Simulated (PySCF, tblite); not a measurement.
# C₃H₈OS: a rotation path, then NMR shifts on frames

How do NMR shifts of C₃H₈OS (`CC[S@@](C)=O`) change as the atoms move?

Programs: tblite 0.8.0 and PySCF 2.14.0, with density-fitted response routines of our own. Each step states its level of theory. These are calculated values for one molecule in the gas phase, unless marked as measured. Atoms count from 0, in the outputs and in this text.

## 1. The starting structure

13 atoms, charge 0, multiplicity 1; geometry from: GFN2-xTB.

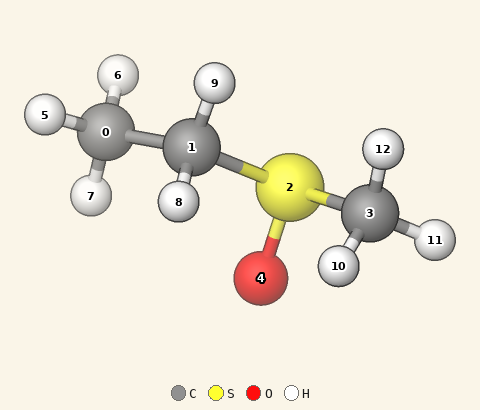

As it starts; carbon grey, sulfur yellow, oxygen red, hydrogen white, atoms numbered.

## 2. A band between two rotamers with GFN2-xTB

Job settings and geometry (Å):

```
{"job": {"kind": "neb", "xc": "GFN2-xTB", "basis": "xTB", "atoms": [0, 1, 2, 3], "turn": 120}, "charge": 0, "multiplicity": 1}
C     -1.991556     0.125183    -0.154066
C     -0.519301     0.328171    -0.450002
S      0.454821    -0.957388     0.482715
C      2.105816    -0.232518     0.064531
O      0.236306    -0.667753     1.899342
H     -2.591933     0.911834    -0.606678
H     -2.331891    -0.835523    -0.534225
H     -2.147312     0.144340     0.922673
H     -0.185812     1.308687    -0.114520
H     -0.291924     0.193858    -1.505834
H      2.161603     0.779922     0.448122
H      2.863544    -0.845442     0.541617
H      2.233251    -0.252885    -1.011402
```

Method: GFN2-xTB climbing-image nudged elastic band, gas phase.

Command:

```sh
$ OMP_NUM_THREADS=1 python probes_run.py task.json out
```

One launch serves the whole session: the jobs run in the order shown.

What it wrote:

```text
image   E - E0 / eV
  0       0.0000
  1       0.0074
  2       0.0269
  3       0.0495
  4       0.0616
  5       0.0537
  6       0.0305
  7       0.0149
  8      -0.0071
```

It took 10 s on 1 thread of AMD EPYC, shared host; peak memory 0.18 GiB.

The final band, with the dihedral C0–C1–S2–C3:

```
image  dihedral (°)  energy (eV)  energy (kcal/mol)
    0          -172        0.000                0.0
    1          -159        0.007                0.2
    2          -145        0.027                0.6
    3          -132        0.050                1.1
    4          -118        0.062                1.4
    5          -105        0.054                1.2
    6           -91        0.031                0.7
    7           -75        0.015                0.3
    8           -67       -0.007               -0.2
```

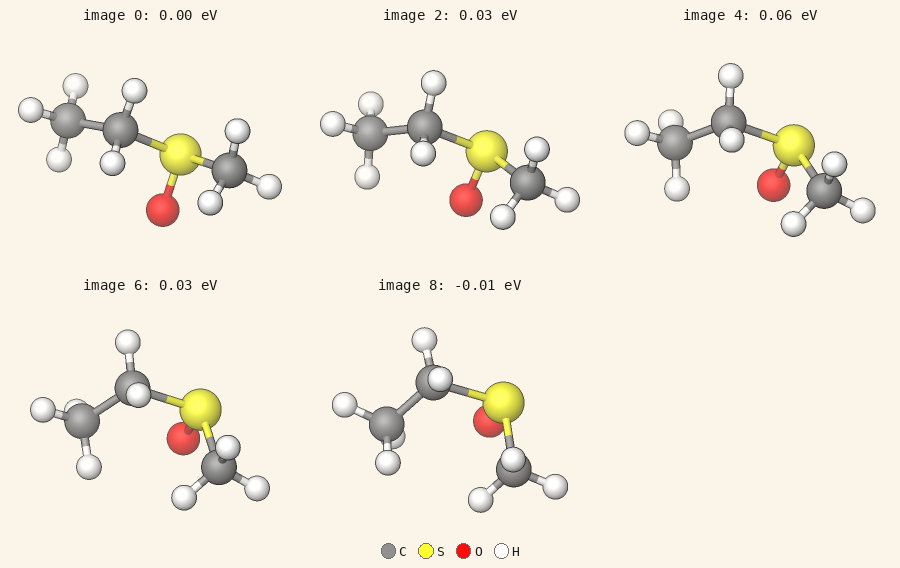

Images along the band.

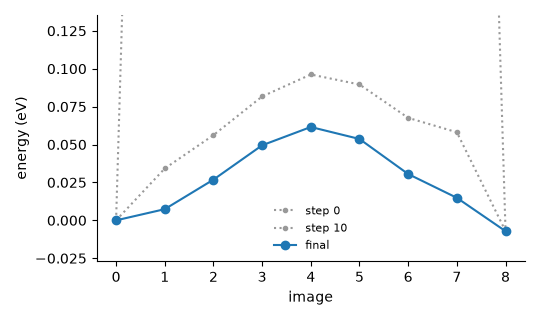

Energy along the band, early and final.

## 3. NMR shieldings: image 0, PBE0/pcSseg-1

Job settings and geometry (Å):

```
{"job": {"kind": "nmr", "xc": "PBE0", "basis": "pcSseg-1", "pop": false}, "charge": 0, "multiplicity": 1}
C     -1.991600     0.125200    -0.154100
C     -0.519300     0.328200    -0.450000
S      0.454800    -0.957400     0.482700
C      2.105800    -0.232500     0.064500
O      0.236300    -0.667800     1.899300
H     -2.591900     0.911800    -0.606700
H     -2.331900    -0.835500    -0.534200
H     -2.147300     0.144300     0.922700
H     -0.185800     1.308700    -0.114500
H     -0.291900     0.193900    -1.505800
H      2.161600     0.779900     0.448100
H      2.863500    -0.845400     0.541600
H      2.233300    -0.252900    -1.011400
```

With the program's defaults for keys left out, this is: GIAO PBE0/pcSseg-1 NMR shielding, non-relativistic, gas phase.

What it wrote:

```text
coarse grid: 10928 points
cycle   1  E = -591.8943748564  dE =  6.591e-01  |g| = 8.847e-01  |ddm| = 3.198e+00
cycle   2  E = -591.1927407507  dE =  7.016e-01  |g| = 2.027e+00  |ddm| = 3.580e+00
cycle   3  E = -592.0361569297  dE = -8.434e-01  |g| = 2.252e-01  |ddm| = 3.051e+00
cycle   4  E = -592.0466086506  dE = -1.045e-02  |g| = 1.018e-01  |ddm| = 2.951e-01
cycle   5  E = -592.0491056765  dE = -2.497e-03  |g| = 1.533e-02  |ddm| = 1.013e-01
cycle   6  E = -592.0491595417  dE = -5.387e-05  |g| = 5.012e-03  |ddm| = 2.026e-02
cycle   7  E = -592.0491654276  dE = -5.886e-06  |g| = 1.130e-03  |ddm| = 5.892e-03
final grid: 99560 points
cycle   8  E = -592.0922407065  dE = -1.591e-05  |g| = 1.107e-02  |ddm| = 2.408e-02
cycle   9  E = -592.0921942185  dE =  4.649e-05  |g| = 1.844e-02  |ddm| = 2.656e-02
cycle  10  E = -592.0922666801  dE = -7.246e-05  |g| = 2.878e-03  |ddm| = 1.916e-02
cycle  11  E = -592.0922682952  dE = -1.615e-06  |g| = 1.887e-04  |ddm| = 2.353e-03
cycle  12  E = -592.0922683043  dE = -9.181e-09  |g| = 8.082e-05  |ddm| = 3.504e-04
cycle  13  E = -592.0922683059  dE = -1.543e-09  |g| = 1.991e-05  |ddm| = 9.287e-05
cycle  14  E = -592.0922683060  dE = -8.617e-11  |g| = 3.567e-06  |ddm| = 1.971e-05
converged SCF energy = -592.0922683060

GIAO shielding tensors (ppm)
atom      isotropic    diamagn.    paramagn.     s11        s22        s33       span
  0 C      176.833     246.702     -69.868    164.455    178.123    187.922     23.467
  1 C      128.446     255.579    -127.134    106.690    109.496    169.151     62.461
  2 S      188.333    1053.581    -865.248     16.729    107.771    440.498    423.769
  3 C      140.208     254.406    -114.198    109.424    125.442    185.759     76.335
  4 O      293.236     397.697    -104.461     70.960    342.817    465.931    394.971
  5 H       30.320      28.405       1.915     25.604     27.582     37.775     12.171
  6 H       30.695      29.248       1.446     26.332     28.323     37.428     11.096
  7 H       29.857      29.574       0.284     25.132     29.452     34.988      9.856
  8 H       29.301      33.430      -4.129     25.135     29.754     33.014      7.879
  9 H       29.598      32.959      -3.362     25.319     29.685     33.789      8.470
 10 H       29.357      31.335      -1.978     26.479     28.444     33.149      6.669
 11 H       28.988      29.239      -0.251     25.916     26.811     34.238      8.322
 12 H       29.944      31.073      -1.129     26.291     27.894     35.647      9.356
```

Run time: 38 s. Hardware: 1 thread of AMD EPYC, shared host; peak memory 0.65 GiB.

Shifts follow as δ = σ(reference) − σ, with reference shieldings (ppm) from runs at the same level and on the same kind of geometry: 1H TMS 31.72, 13C TMS 186.9, 17O H2O 336.1, 33S CS2 504. The references are single molecules in the gas phase, so shifts against H2O, NH3, PH3, H3PO4 or CFCl3 are not on the usual liquid scales and can be off by tens of ppm. Each atom is listed at this fixed geometry, with no averaging over motion; a spectrum would average atoms that exchange fast.

```
atoms                              environment  σ (ppm)  δ (ppm)
   C1                      sp3 CH2 bonded to S    128.4     58.5
   C3                methyl carbon bonded to S    140.2     46.7
   C0                            methyl carbon    176.8     10.1
  H11  hydrogen on a methyl carbon bonded to S    28.99     2.73
   H8       hydrogen on an sp3 CH2 bonded to S    29.30     2.42
  H10  hydrogen on a methyl carbon bonded to S    29.36     2.36
   H9       hydrogen on an sp3 CH2 bonded to S    29.60     2.12
   H7              hydrogen on a methyl carbon    29.86     1.86
  H12  hydrogen on a methyl carbon bonded to S    29.94     1.77
   H5              hydrogen on a methyl carbon    30.32     1.40
   H6              hydrogen on a methyl carbon    30.69     1.02
   S2                         sulfoxide sulfur      188      315
   O4                               S=O oxygen    293.2     42.8
```

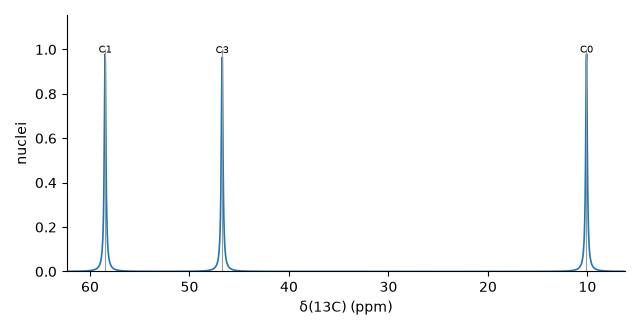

13C lines at the computed shifts, without couplings. Lines are broadened to a width of 0.19 ppm (Lorentzian).

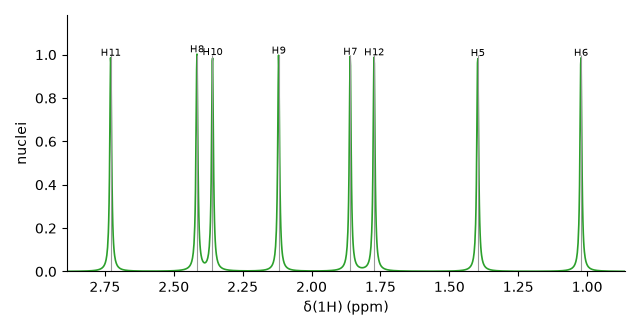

1H lines at the computed shifts, without couplings. Lines are broadened to a width of 0.01 ppm (Lorentzian).

The fields below are evaluated on a grid from the run's orbitals.

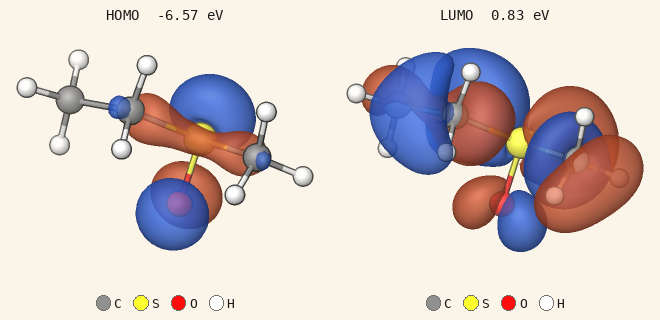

PBE0/pcSseg-1 orbitals near the gap, drawn at the value that encloses 70 % of each; the two colours are the two signs.

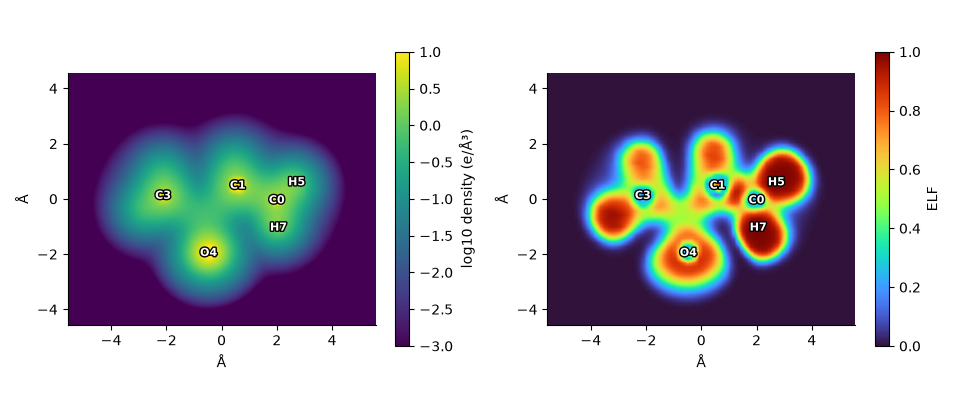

Density (left) and ELF (right) in a plane through or near 6 of the atoms.

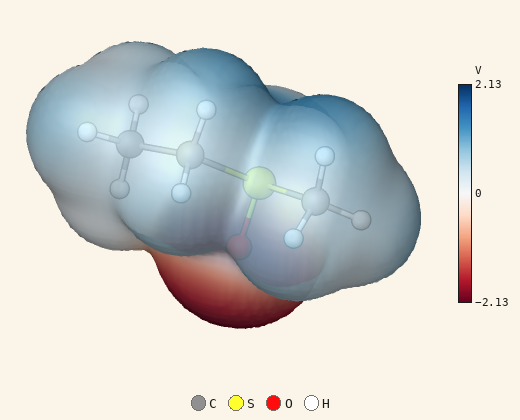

Electrostatic potential on the surface of density 0.002 e/bohr³; red is low, blue high. It runs from -2.13 V near O4 to 1.26 V near H12.

## 4. NMR shieldings: image 2, PBE0/pcSseg-1

Job settings and geometry (Å):

```
{"job": {"kind": "nmr", "xc": "PBE0", "basis": "pcSseg-1", "pop": false}, "charge": 0, "multiplicity": 1}
C     -1.921500     0.208200    -0.056400
C     -0.525500     0.199300    -0.640300
S      0.497500    -1.083400     0.263700
C      2.081000    -0.128900     0.173400
O      0.082200    -1.016100     1.663600
H     -2.517900     1.012800    -0.481400
H     -2.423300    -0.738600    -0.242000
H     -1.856100     0.349500     1.020800
H     -0.046500     1.169700    -0.530000
H     -0.519800    -0.096100    -1.687700
H      1.957600     0.810800     0.700600
H      2.846200    -0.721300     0.663800
H      2.341800     0.034600    -0.865800
```

Method: GIAO PBE0/pcSseg-1 NMR shielding, non-relativistic, gas phase.

What it wrote:

```text
coarse grid: 10928 points
cycle   1  E = -591.8937288456  dE =  6.594e-01  |g| = 8.835e-01  |ddm| = 3.192e+00
cycle   2  E = -591.1827938398  dE =  7.109e-01  |g| = 2.037e+00  |ddm| = 3.632e+00
cycle   3  E = -592.0349213109  dE = -8.521e-01  |g| = 2.262e-01  |ddm| = 3.100e+00
cycle   4  E = -592.0454207727  dE = -1.050e-02  |g| = 1.034e-01  |ddm| = 2.985e-01
cycle   5  E = -592.0480039909  dE = -2.583e-03  |g| = 1.534e-02  |ddm| = 1.029e-01
cycle   6  E = -592.0480587211  dE = -5.473e-05  |g| = 4.740e-03  |ddm| = 2.007e-02
cycle   7  E = -592.0480639030  dE = -5.182e-06  |g| = 1.211e-03  |ddm| = 5.828e-03
final grid: 99560 points
cycle   8  E = -592.0907135603  dE = -1.684e-05  |g| = 1.127e-02  |ddm| = 2.396e-02
cycle   9  E = -592.0906681829  dE =  4.538e-05  |g| = 1.835e-02  |ddm| = 2.630e-02
cycle  10  E = -592.0907405163  dE = -7.233e-05  |g| = 3.043e-03  |ddm| = 1.924e-02
cycle  11  E = -592.0907423244  dE = -1.808e-06  |g| = 2.067e-04  |ddm| = 2.596e-03
cycle  12  E = -592.0907423360  dE = -1.163e-08  |g| = 7.819e-05  |ddm| = 3.858e-04
cycle  13  E = -592.0907423374  dE = -1.419e-09  |g| = 2.171e-05  |ddm| = 9.313e-05
cycle  14  E = -592.0907423375  dE = -1.048e-10  |g| = 3.909e-06  |ddm| = 1.944e-05
converged SCF energy = -592.0907423375

GIAO shielding tensors (ppm)
atom      isotropic    diamagn.    paramagn.     s11        s22        s33       span
  0 C      179.017     246.928     -67.911    169.275    179.446    188.330     19.055
  1 C      132.504     255.587    -123.082    100.185    125.018    172.310     72.125
  2 S      202.502    1053.273    -850.771     34.870    114.071    458.566    423.696
  3 C      138.230     254.710    -116.480    111.072    119.514    184.105     73.033
  4 O      297.729     397.926    -100.197     69.673    329.633    493.881    424.208
  5 H       30.458      28.644       1.814     25.862     27.676     37.835     11.973
  6 H       30.881      29.312       1.569     26.387     28.081     38.176     11.789
  7 H       29.809      30.035      -0.226     24.735     29.750     34.943     10.208
  8 H       29.376      33.801      -4.425     24.628     30.013     33.488      8.861
  9 H       29.371      32.214      -2.843     25.910     28.416     33.788      7.878
 10 H       29.562      31.621      -2.059     26.821     28.598     33.268      6.447
 11 H       28.969      29.344      -0.376     25.729     26.851     34.327      8.597
 12 H       29.816      30.995      -1.180     26.315     27.679     35.453      9.138
```

It took 25 s on 1 thread of AMD EPYC, shared host; peak memory 0.67 GiB.

Key values: δ C1 54.4, C3 48.7, C0 7.9, S2 301, H11 2.75, H9 2.35 ppm.

(Part 1 of 2 ends here.)
